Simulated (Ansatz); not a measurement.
# Si2Cl (quartet): one geometry, many settings

Aim: run Si2Cl (quartet) at one geometry under a spread of methods and options, and see what each costs and gives.

Method: the settings change from run to run; program: Ansatz 0.2.0, Gaussian basis.

19 further runs of the same task are left out: 8 that didn't finish, 11 set aside as unsound or not needed.

### Step 1. The geometry

The geometry is a PBE0/def2-TZVP stationary point (not a proven minimum).

3 atoms, charge 0, spin multiplicity 4.

Atoms are counted from 1 here; the program's logs count them from 0.

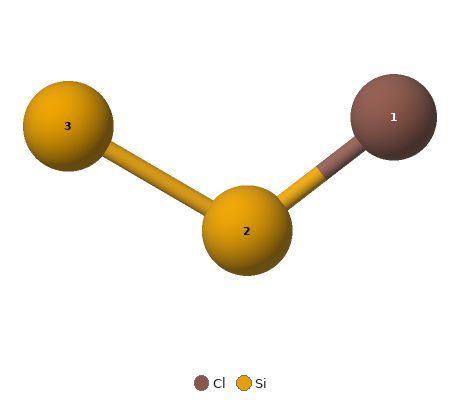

The geometry (chlorine brown, silicon amber); atoms are numbered from 1 in the order of the file.

Coordinates:

```xyz
3
charge 0, multiplicity 4
Cl    0.0000   -0.3697    1.6350
Si    0.0000    0.8499   -0.0466
Si    0.0000   -0.3832   -2.0174
```

### Step 2. MP2 on ROHF/6-31G

Input file in.yaml:

```yaml
crystal:
  periodic: [false, false, false]
  atoms:
    - {symbol: Cl, position_ang: [0.000000, -0.369686, 1.635032]}
    - {symbol: Si, position_ang: [0.000000, 0.849888, -0.046560]}
    - {symbol: Si, position_ang: [0.000000, -0.383225, -2.017380]}
basis:
  gaussian: {orbitals: 6-31G}
magnetization: {spin_polarized: false, initial_magnetization: 3}
correlation: {method: mp2, electrons: outside_noble_gas}
output: {forces: true}
```

On the command line:

```console
> ansatz run in.yaml --threads 1 --pin off --events-out ev --progress --plain --max-ram 2393MiB
```

The program printed:

```text
Functional definition: HF
  name "HF"
  cite "Fock, Z. Phys. 61, 126 (1930) doi:10.1007/BF01340294"
  parent pbe
  exchange = exact_x
  correlation = 0
420 factors; integrals over basis functions are off by at most 1.2e-4 eV
mean field evaluation 1: about -28222.5222 eV, gradient 9.9e0 eV
mean field evaluation 2: about -28222.5268 eV, gradient 9.9e0 eV
mean field evaluation 4: about -28223.2581 eV, gradient 1.2e0 eV
mean field evaluation 8: about -28223.2621 eV, gradient 8.5e-1 eV
mean field evaluation 16: about -28223.2943 eV, gradient 1.1e-2 eV
mean field evaluation 32: about -28222.2928 eV, gradient 3.3e-3 eV
mean field -28223.29427498 eV, -1037.1869341695 hartree, gradient 1.2e-6 eV, S^2 3.750000; 7 other end points of the search recorded, 0 dependent functions left out
mean field evaluation 64: about -28222.5475 eV, gradient 7.2e0 eV
15 core orbitals not correlated: weight in the atoms' cores, before any rotation towards them, 1.000 or more for the frozen orbitals, at most 0.000 for the correlated occupied ones
reference -28223.29427498 eV, -1037.1869341695 hartree; 9, 6 occupied and 15, 18 virtual orbitals, 420 factors
second order -2.88819399 eV of doubles, -0.04909071 eV of singles
the calculation of the forces begins
Total energy: -28226.23155969 eV, -1037.2948773915 hartree
Atom 0 at     0.000000    -0.369686     1.635032 Å, force    -0.000000    -1.743852     2.260699 eV/Å
Atom 1 at     0.000000     0.849888    -0.046560 Å, force     0.000000     2.569627    -1.083114 eV/Å
Atom 2 at     0.000000    -0.383225    -2.017380 Å, force     0.000000    -0.825775    -1.177585 eV/Å
Dipole moment:     0.000000     0.265534    -0.129729 e Å
```

Wall time 1.1 s (1 thread of Intel Xeon 6975P-C, shared host).

### Step 3. HF/cc-pVDZ

Edit in.yaml of step 2 so:

```diff
@@ -7,5 +7,5 @@
 basis:
-  gaussian: {orbitals: 6-31G}
+  gaussian: {orbitals: cc-pVDZ, point_charges: [{charge: 1.00, position_ang: [4.955, -0.056, -0.031]}]}
 magnetization: {spin_polarized: false, initial_magnetization: 3}
-correlation: {method: mp2, electrons: outside_noble_gas}
-output: {forces: true}
+hamiltonian: {xc: hf}
+output: {forces: true, orbitals: {seedname: orbitals}}
```

Launched as before.

The program printed, shortened:

```text
Functional definition: HF
  name "HF"
  cite "Fock, Z. Phys. 61, 126 (1930) doi:10.1007/BF01340294"
  parent pbe
[...]
564 factors; integrals over basis functions are off by at most 9.4e-4 eV
[...]
mean field -28226.61011098 eV, -1037.3087888950 hartree, gradient 1.8e-5 eV, S^2 3.750000; 1 other end points of the search recorded, 0 dependent functions left out
[...]
reference -28226.61011098 eV, -1037.3087888950 hartree; 24, 21 occupied and 30, 33 virtual orbitals, 564 factors
Total energy: -28226.61011098 eV, -1037.3087888950 hartree
Atom 0 at     0.000000    -0.369686     1.635032 Å, force     0.079297    -0.281126     0.506669 eV/Å
Atom 1 at     0.000000     0.849888    -0.046560 Å, force    -0.088931     0.425260    -0.199999 eV/Å
Atom 2 at     0.000000    -0.383225    -2.017380 Å, force     0.020354    -0.121510    -0.325452 eV/Å
Dipole moment:    -0.206968     0.219641    -0.204349 e Å
```

It took 0.97 s on 1 thread of Intel Xeon 6975P-C, shared host.

### Step 4. MP2 on ROHF/def2-SVP

Input file in.yaml:

```yaml
crystal:
  periodic: [false, false, false]
  atoms:
    - {symbol: Cl, position_ang: [0.000000, -0.369686, 1.635032]}
    - {symbol: Si, position_ang: [0.000000, 0.849888, -0.046560]}
    - {symbol: Si, position_ang: [0.000000, -0.383225, -2.017380]}
basis:
  gaussian: {orbitals: def2-SVP, fitting: {mean_field: def2-universal-jkfit}}
magnetization: {spin_polarized: false, initial_magnetization: 3}
correlation: {method: mp2, electrons: outside_noble_gas}
accuracy: high
scf: {lower_state_search: off}
```

The command is unchanged.

The program printed, shortened:

```text
Functional definition: HF
  name "HF"
  cite "Fock, Z. Phys. 61, 126 (1930) doi:10.1007/BF01340294"
  parent pbe
[...]
384 factors; integrals over basis functions are off by at most 3.0e-2 eV
[...]
mean field -28217.31928812 eV, -1036.9673574524 hartree, gradient 1.3e-8 eV, S^2 3.750000; 0 other end points of the search recorded, 0 dependent functions left out
15 core orbitals not correlated: weight in the atoms' cores, before any rotation towards them, 1.000 or more for the frozen orbitals, at most 0.000 for the correlated occupied ones
reference -28217.31928812 eV, -1036.9673574524 hartree; 9, 6 occupied and 30, 33 virtual orbitals, 384 factors
second order -7.19360915 eV of doubles, -0.07169918 eV of singles
Total energy: -28224.58459645 eV, -1037.2343526088 hartree
Checks for a lower state left out: stability, starts, cluster_reference, orbital_swaps, neighbouring_geometries, increment
```

Wall time 0.3 s (1 thread of Intel Xeon 6975P-C, shared host).

### Step 5. CASCI(9,6)/6-31G

Input file in.yaml:

```yaml
crystal:
  periodic: [false, false, false]
  atoms:
    - {symbol: Cl, position_ang: [0.000000, -0.369686, 1.635032]}
    - {symbol: Si, position_ang: [0.000000, 0.849888, -0.046560]}
    - {symbol: Si, position_ang: [0.000000, -0.383225, -2.017380]}
basis:
  gaussian: {orbitals: 6-31G}
magnetization: {spin_polarized: false, initial_magnetization: 3}
correlation: {active_space: {window: {electrons: 9, orbitals: 6}, fixed_orbitals: true}}
accuracy: high
```

The command is unchanged.

The program printed:

```text
Functional definition: HF
  name "HF"
  cite "Fock, Z. Phys. 61, 126 (1930) doi:10.1007/BF01340294"
  parent pbe
  exchange = exact_x
  correlation = 0
807 factors; integrals over basis functions are off by at most 3.5e-9 eV
mean field evaluation 1: about -28222.5204 eV, gradient 9.9e0 eV
mean field evaluation 2: about -28222.5275 eV, gradient 9.9e0 eV
mean field evaluation 4: about -28223.2585 eV, gradient 1.2e0 eV
mean field evaluation 8: about -28223.2622 eV, gradient 8.6e-1 eV
mean field evaluation 16: about -28223.2946 eV, gradient 1.1e-2 eV
mean field evaluation 32: about -28222.2954 eV, gradient 1.1e-1 eV
mean field evaluation 64: about -28222.2931 eV, gradient 6.5e-6 eV
mean field -28223.29458841 eV, -1037.1869456880 hartree, gradient 7.5e-8 eV, S^2 3.750000; 7 other end points of the search recorded, 0 dependent functions left out
reference -28223.29458841 eV, -1037.1869456880 hartree; 24, 21 occupied and 15, 18 virtual orbitals, 807 factors
state -28223.30158882 eV, -1037.1872029483 hartree
Total energy: -28223.30158882 eV, -1037.1872029483 hartree
```

Wall time 0.9 s (1 thread of Intel Xeon 6975P-C, shared host).

From the report: 12 determinants; active occupations 2.00, 2.00, 2.00, 1.00, 1.00, 1.00.

### Step 6. HF/6-31G*

Edit in.yaml of step 5 so:

```diff
@@ -7,5 +7,5 @@
 basis:
-  gaussian: {orbitals: 6-31G}
+  gaussian: {orbitals: "6-31G*"}
 magnetization: {spin_polarized: false, initial_magnetization: 3}
-correlation: {active_space: {window: {electrons: 9, orbitals: 6}, fixed_orbitals: true}}
-accuracy: high
+hamiltonian: {xc: hf}
+output: {orbitals: {seedname: orbitals}}
```

Launched as before.

The program printed:

```text
Functional definition: HF
  name "HF"
  cite "Fock, Z. Phys. 61, 126 (1930) doi:10.1007/BF01340294"
  parent pbe
  exchange = exact_x
  correlation = 0
494 factors; integrals over basis functions are off by at most 7.7e-4 eV
mean field evaluation 1: about -28224.1301 eV, gradient 1.1e1 eV
mean field evaluation 2: about -28224.1741 eV, gradient 1.1e1 eV
mean field evaluation 4: about -28224.9565 eV, gradient 1.5e0 eV
mean field evaluation 8: about -28224.9821 eV, gradient 1.3e-1 eV
mean field evaluation 16: about -28224.9891 eV, gradient 1.9e-5 eV
mean field evaluation 32: about -28224.9852 eV, gradient 1.2e-1 eV
mean field evaluation 64: about -28221.2330 eV, gradient 8.7e0 eV
mean field evaluation 96: about -28224.9087 eV, gradient 1.4e0 eV
mean field evaluation 128: about -28210.3792 eV, gradient 9.4e0 eV
mean field -28224.98914533 eV, -1037.2492195061 hartree, gradient 1.9e-5 eV, S^2 3.750000; 2 other end points of the search recorded, 0 dependent functions left out
reference -28224.98914533 eV, -1037.2492195061 hartree; 24, 21 occupied and 33, 36 virtual orbitals, 494 factors
Total energy: -28224.98914533 eV, -1037.2492195061 hartree
```

Wall time 0.96 s (1 thread of Intel Xeon 6975P-C, shared host).

### Step 7. CASSCF(7,5)/cc-pVDZ

Edit in.yaml of step 6 so:

```diff
@@ -7,5 +7,5 @@
 basis:
-  gaussian: {orbitals: "6-31G*"}
+  gaussian: {orbitals: cc-pVDZ}
 magnetization: {spin_polarized: false, initial_magnetization: 3}
-hamiltonian: {xc: hf}
-output: {orbitals: {seedname: orbitals}}
+correlation: {active_space: {window: {electrons: 7, orbitals: 5}, states: [{multiplicity: 4, weights: [0.5, 1]}]}}
+output: {forces: true}
```

The command is unchanged.

The program printed, shortened:

```text
Functional definition: HF
  name "HF"
  cite "Fock, Z. Phys. 61, 126 (1930) doi:10.1007/BF01340294"
  parent pbe
[...]
1040 factors; integrals over basis functions are off by at most 1.2e-7 eV
[...]
mean field -28226.61727276 eV, -1037.3090520854 hartree, gradient 3.0e-6 eV, S^2 3.750000; 4 other end points of the search recorded, 0 dependent functions left out
reference -28226.61727276 eV, -1037.3090520854 hartree; 24, 21 occupied and 30, 33 virtual orbitals, 1040 factors
state -28226.43101063 eV, -1037.3022070787 hartree
state -28223.75958312 eV, -1037.2040339283 hartree
[...]
Total energy: -28224.65005896 eV, -1037.2367583118 hartree
Atom 0 at     0.000000    -0.369686     1.635032 Å, force     0.000000     0.018363     0.404452 eV/Å
Atom 1 at     0.000000     0.849888    -0.046560 Å, force     0.000000    -1.270997    -1.981419 eV/Å
Atom 2 at     0.000000    -0.383225    -2.017380 Å, force     0.000000     1.252634     1.576967 eV/Å
Dipole moment:    -0.000000     0.200945    -0.180467 e Å
```

It took 2.9 s on 1 thread of Intel Xeon 6975P-C, shared host.

From the report: 10 determinants; active occupations (of the averaged states) 2.00, 1.67, 1.33, 1.00, 1.00.

### Step 8. CCSDT(Q)/B/STO-3G

Input file in.yaml:

```yaml
crystal:
  periodic: [false, false, false]
  atoms:
    - {symbol: Cl, position_ang: [0.000000, -0.369686, 1.635032]}
    - {symbol: Si, position_ang: [0.000000, 0.849888, -0.046560]}
    - {symbol: Si, position_ang: [0.000000, -0.383225, -2.017380]}
basis:
  gaussian: {orbitals: STO-3G}
magnetization: {spin_polarized: true, initial_magnetization: 3}
hamiltonian: {xc: {name: PBE}}
correlation: {method: ccsdt_q_b, electrons: valence, diis_vectors: 12}
scf: {lower_state_search: off}
```

The command is unchanged.

The program printed, shortened:

```text
Functional definition: PBE
  name "PBE"
  cite "Perdew, Burke & Ernzerhof, Phys. Rev. Lett. 77, 3865 (1996) doi:10.1103/PhysRevLett.77.3865"
  parent pbe
[...]
466 factors; integrals over basis functions are off by at most 2.8e-8 eV
[...]
mean field -27940.84678506 eV, -1026.8071803647 hartree, gradient 2.2e-6 eV, S^2 3.751828; 0 other end points of the search recorded, 0 dependent functions left out
15 core orbitals not correlated: weight in the atoms' cores, before any rotation towards them, 0.999 or more for the frozen orbitals, at most 0.000 for the correlated occupied ones
reference -27909.79464286 eV, -1025.6660351868 hartree; 9, 6 occupied and 3, 6 virtual orbitals, 466 factors
second order -1.75358164 eV of doubles, -0.35386074 eV of singles
cycle   1  -2.12032181 eV  change   -2.5e-1 eV  update   7.8e-2
[...]
cycle  17  -2.52838130 eV  change    9.5e-8 eV  update   9.6e-7
perturbative correction -0.01023996 eV, -0.0003763115 hartree
WARN: these amplitudes may be one of several solutions (largest doubles amplitude 0.20, level shift 1.91 eV)
Total energy: -27912.33326412 eV, -1025.7593277972 hartree
Checks for a lower state left out: stability, starts, cluster_reference, orbital_swaps, neighbouring_geometries, increment
```

Wall time 2.5 s (1 thread of Intel Xeon 6975P-C, shared host).

From the report: ⟨S²⟩ of the determinant 3.752 (pure quartet: 3.75); correlation -2.5386 eV; T1 0.026; largest double amplitude 0.20. The orbitals are Kohn-Sham ones, so correlation energy and T1 don't compare with those on Hartree-Fock orbitals. The report flags that the cluster equations may have other roots.

### Step 9. MP2 on UHF/def2-SVP

Input file in.yaml:

```yaml
crystal:
  periodic: [false, false, false]
  atoms:
    - {symbol: Cl, position_ang: [0.000000, -0.369686, 1.635032]}
    - {symbol: Si, position_ang: [0.000000, 0.849888, -0.046560]}
    - {symbol: Si, position_ang: [0.000000, -0.383225, -2.017380]}
basis:
  gaussian: {orbitals: def2-SVP}
magnetization: {spin_polarized: true, initial_magnetization: 3}
correlation: {method: mp2, electrons: outside_noble_gas}
accuracy: high
output: {forces: true}
```

Launched as before.

The program printed, shortened:

```text
Functional definition: HF
  name "HF"
  cite "Fock, Z. Phys. 61, 126 (1930) doi:10.1007/BF01340294"
  parent pbe
[...]
917 factors; integrals over basis functions are off by at most 3.4e-9 eV
[...]
mean field -28217.44898612 eV, -1036.9721237662 hartree, gradient 5.2e-8 eV, S^2 3.769988; 4 other end points of the search recorded, 0 dependent functions left out
15 core orbitals not correlated: weight in the atoms' cores, before any rotation towards them, 1.000 or more for the frozen orbitals, at most 0.000 for the correlated occupied ones
reference -28217.44898612 eV, -1036.9721237662 hartree; 9, 6 occupied and 30, 33 virtual orbitals, 917 factors
second order -7.07991113 eV of doubles, -0.00000000 eV of singles
[...]
Total energy: -28224.52889725 eV, -1037.2323057012 hartree
Atom 0 at     0.000000    -0.369686     1.635032 Å, force     0.000000    -0.082101    -0.074379 eV/Å
Atom 1 at     0.000000     0.849888    -0.046560 Å, force    -0.000000     0.303939     0.243409 eV/Å
Atom 2 at     0.000000    -0.383225    -2.017380 Å, force    -0.000000    -0.221838    -0.169030 eV/Å
Dipole moment:     0.000000     0.155808    -0.006328 e Å
```

Wall time 2 s (1 thread of Intel Xeon 6975P-C, shared host).

From the report: ⟨S²⟩ of the determinant 3.770 (pure quartet: 3.75).

### Step 10. BCCD(T)/cc-pVDZ

Edit in.yaml of step 9 so:

```diff
@@ -7,6 +7,5 @@
 basis:
-  gaussian: {orbitals: def2-SVP}
+  gaussian: {orbitals: cc-pVDZ}
 magnetization: {spin_polarized: true, initial_magnetization: 3}
-correlation: {method: mp2, electrons: outside_noble_gas}
-accuracy: high
-output: {forces: true}
+hamiltonian: {xc: {name: B3LYP}}
+correlation: {method: bccd_t, electrons: outside_noble_gas}
```

Launched as before.

The program printed, shortened:

```text
Functional definition: B3LYP
  name "B3LYP"
  cite "Stephens, Devlin, Chabalowski & Frisch, J. Phys. Chem. 98, 11623 (1994) doi:10.1021/j100096a001"
  cite "Becke, Phys. Rev. A 38, 3098 (1988) doi:10.1103/PhysRevA.38.3098"
  cite "Lee, Yang & Parr, Phys. Rev. B 37, 785 (1988) doi:10.1103/PhysRevB.37.785"
  cite "Vosko, Wilk & Nusair, Can. J. Phys. 58, 1200 (1980) doi:10.1139/p80-159"
[...]
564 factors; integrals over basis functions are off by at most 9.4e-4 eV
[...]
mean field -28276.96397902 eV, -1039.1592594145 hartree, gradient 2.6e-6 eV, S^2 3.753226; 0 other end points of the search recorded, 0 dependent functions left out
15 core orbitals not correlated: weight in the atoms' cores, before any rotation towards them, 1.000 or more for the frozen orbitals, at most 0.000 for the correlated occupied ones
reference -28226.24516191 eV, -1037.2953772640 hartree; 9, 6 occupied and 30, 33 virtual orbitals, 564 factors
second order -7.65082614 eV of doubles, -0.25629798 eV of singles
cycle   1  -8.29642156 eV  change   -4.0e-1 eV  update   9.4e-2
[...]
cycle  13  -8.59968814 eV  change   -1.3e-5 eV  update   1.5e-5
perturbative correction -0.33274757 eV, -0.0122282477 hartree
Total energy: -28235.17759762 eV, -1037.6236382218 hartree
```

Wall time 2.3 s (1 thread of Intel Xeon 6975P-C, shared host).

From the report: ⟨S²⟩ of the determinant 3.753 (pure quartet: 3.75); correlation -8.9324 eV; largest double amplitude 0.10.

### Step 11. All runs side by side

Where basis and cores are those of an earlier UCCSDT(Q)/cc-pVDZ run (-28235.3918 eV), and the state is the same kind, the miss against it is given. † marks a result that the program doubts.

```tsv
level	correlated	functions	energy (eV)	from UCCSDT(Q) (meV)	time
MP2 on ROHF/6-31G	outside noble gas	39	-28226.2316		1.1 s
HF/cc-pVDZ (beside a point charge)		54	-28226.6101		0.97 s
MP2 on ROHF/def2-SVP	outside noble gas	54	-28224.5846		0.3 s
CASCI(9,6)/6-31G		39	-28223.3016		0.9 s
HF/6-31G*		57	-28224.9891		0.96 s
CASSCF(7,5)/cc-pVDZ (mean of several states)		54	-28224.6501		2.9 s
CCSDT(Q)/B/STO-3G (on PBE orbitals) †	valence	27	-27912.3333		2.5 s
MP2 on UHF/def2-SVP	outside noble gas	54	-28224.5289		2 s
BCCD(T)/cc-pVDZ (on B3LYP orbitals)	outside noble gas	54	-28235.1776	214.2	2.3 s
```

### Step 12. Results

| quantity | value |
| --- | --- |
| runs | 9 |
| quickest | MP2 on ROHF/def2-SVP, 0.3 s |
| slowest | CASSCF(7,5)/cc-pVDZ (mean of several states), 2.9 s |

**Reading.** Total energies in different bases, with other cores or another treatment of relativity can't be set against each other. CASSCF(7,5)/cc-pVDZ (mean of several states) took 10 times as long as MP2 on ROHF/def2-SVP; the jobs differ in more than the method. Cores frozen from Kohn-Sham orbitals shift the total energy.
